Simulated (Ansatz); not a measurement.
Ligand exchange: C2H8Si2 + CH7ClSi2 → C2H10Si3 + SiH2(CH3)Cl

Species: C2H8Si2 `C=C[SiH2][SiH3]`, singlet; CH7ClSi2 `[SiH3]C[SiH2]Cl`, singlet; C2H10Si3 `C=C[SiH]([SiH3])[SiH3]`, singlet; SiH2(CH3)Cl ((chlorosilyl)methane), singlet. The partners trade H for SiH3: Si–H and C–SiH3 bonds give way to Si–SiH3 and C–H.

Shapes, held fixed at every level: PBE0-D4/def2-TZVP. Flexible molecules stand in one conformer, not always the lowest. Programs: Ansatz 0.2.0. Electronic energies: no zero-point or thermal term.

```csv
level,kind,ΔE (kJ/mol),less CCSD(T)/CBS estimate
HF/def2-TZVPP,Hartree–Fock,+3.7,+8.8
PBE-D4/def2-TZVPP,GGA,-18.7,-13.6
r2SCAN-D4/def2-TZVPP,meta-GGA,-11.4,-6.3
B3LYP-D4/def2-TZVPP,global hybrid,-9.1,-4.0
wB97M-V/def2-TZVPP,range-separated hybrid,-1.3,+3.8
wB97X-V/def2-TZVPP,range-separated hybrid,-5.9,-0.8
CCSD(T)/CBS estimate,coupled cluster or CI,-5.1,0.0
```

The highest level, CCSD(T)/CBS estimate, gives ΔE = -5.1 kJ/mol; the levels span -18.7 to +3.7. They disagree on the sign: 1 of 7 are positive. The column of differences is taken from that level and isn't an error. No measured value is set beside it here. The CBS estimate extrapolates MP2 from def2-TZVPP and def2-QZVPP and adds CCSD(T) − MP2 in the triple-zeta set, cores frozen.

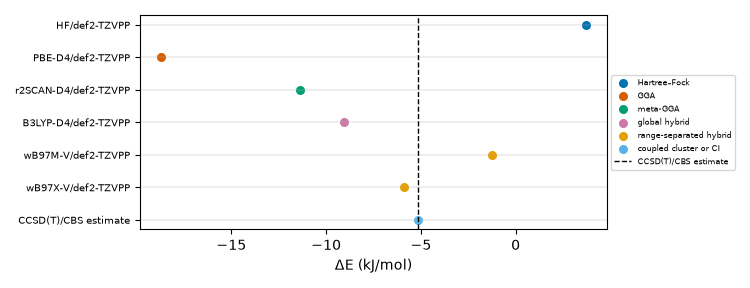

The values of the table, level by level.
